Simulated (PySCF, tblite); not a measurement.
# C₅H₆BF₂O radical: geometry, infrared bands and EPR parameters

Wanted: the infrared bands and EPR parameters of C₅H₆BF₂O radical (`C=C1[C@@H](F)[C@@]1(F)O[B]C`), by calculation.

The runs use tblite 0.8.0 and PySCF 2.14.0, with density-fitted response routines of our own; the level of theory stands in each step. All values are computed, except where a source is named. Atoms are numbered from 0 throughout.

## 1. The molecule as given

15 atoms, charge 0, multiplicity 2; geometry from: force field or distance geometry start.

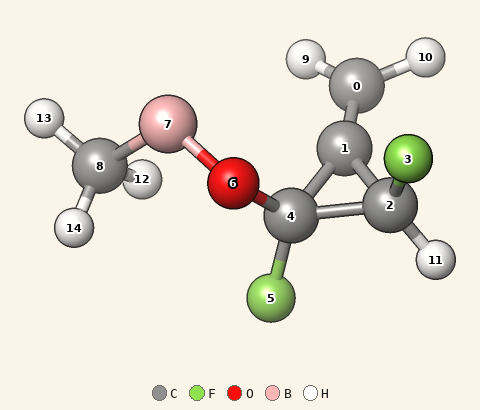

As it starts; carbon grey, fluorine green, oxygen red, boron pink, hydrogen white, atoms numbered; sticks join atoms by distance.

## 2. Optimising the geometry with GFN2-xTB

The job: settings as JSON, then the geometry in Å.

```
{"job": {"kind": "relax", "xc": "GFN2-xTB", "basis": "xTB"}, "charge": 0, "multiplicity": 2}
C     -1.566300     1.402000     0.437800
C     -1.179600     0.147600     0.284900
C     -1.649200    -1.284900     0.171100
F     -2.164800    -1.583800    -1.066400
C     -0.181700    -0.950100     0.152800
F      0.481200    -1.435000     1.260400
O      0.458800    -1.105300    -1.091200
B      1.180300     0.162500    -1.343700
C      2.385100     0.586400    -0.385400
H     -0.916700     2.244600     0.503600
H     -2.658400     1.613700     0.499800
H     -2.056200    -1.782400     1.077100
H      1.884700     0.927700     0.569200
H      2.991100     1.373400    -0.867100
H      2.987000    -0.308500    -0.224800
```

The run is started by

```sh
$ OMP_NUM_THREADS=1 python probes_run.py task.json out
```

The driver reads the jobs from task.json and runs them one after another.

**Question.** This job is followed by: GFN2-xTB harmonic vibrations, gas phase; UKS B3LYP, pcH-1 on B C F H O, non-relativistic, mean-field spin-orbit, GIAO. Predict these results of the whole session: strongest single infrared mode (GFN2-xTB); zero-point energy (GFN2-xTB); g(iso) (B3LYP); ⟨S²⟩; largest a(iso) (averaged by class); potential on the surface of density 0.002 e/bohr³, 1st and 99th percentile.

As calculated:

```
                                                                  quantity                  value
                                 strongest single infrared mode (GFN2-xTB)  1786 cm⁻¹, 402 km/mol
                                              zero-point energy (GFN2-xTB)          62.5 kcal/mol
                                                            g(iso) (B3LYP)                2.00181
                                                                      ⟨S²⟩     0.752 (exact 0.75)
                                        largest a(iso) (averaged by class)   11B on B7, 466.9 MHz
potential on the surface of density 0.002 e/bohr³, 1st and 99th percentile     -1.17 V and 1.36 V
```

**Reading.** Relaxing lowered the energy by 1.179 eV in 112 steps; the close pair that moved most is O6–B7, from 1.480 to 1.304 Å. All 39 modes are real, so the xTB geometry is a minimum. The strongest single mode, at 1786 cm⁻¹, moves mainly C1. GFN2-xTB is a fitted tight-binding method: band positions and strengths are rough. Its intensities can rank the bands wrongly. B7 carries the largest spin population, 0.91 e. The isotropic g lies 0.5 ppt below the free-electron value. These values are for one conformer; the search (at its own cheap level) found 2 more, at 0.56, 3.01 kcal/mol, and measured spectra average over such forms.
